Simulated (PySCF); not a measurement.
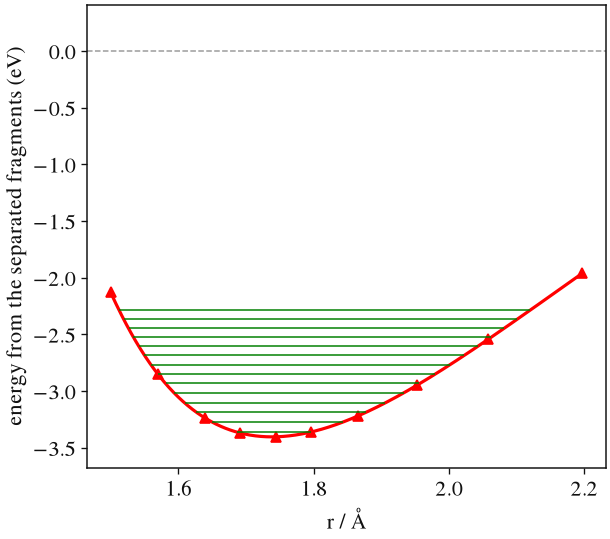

Bond curve of a diatomic species. PBE0, Gaussian basis with PySCF 2.14.0, UKS. One reference determinant with the occupation held, the lowest that a PBE0 search over spins and occupations found; no spin-orbit coupling. Zero is the separated fragments in their ground configurations, without counterpoise. 2 further points of the run are not drawn. Horizontal lines: vibrational levels from ωe and ωexe, starting at v = 0.

**Which species is it?**
A. SeF, doublet
B. LiI, singlet
C. BrCl, singlet
D. CCl⁺, singlet

Option A, SeF, doublet (excess alpha electrons: πy +1). A fit to the curve gives re = 1.738 Å, ωe = 709 cm⁻¹, ωexe = 3.0 cm⁻¹, De = 3.40 eV (PBE0/cc-pVTZ(-PP) (ECP)).

Caveats: lowest determinant of a PBE0 search, another state may lie lower; spin-orbit coupling is left out; it can lower the fragment Se more than the molecule, and De with it.
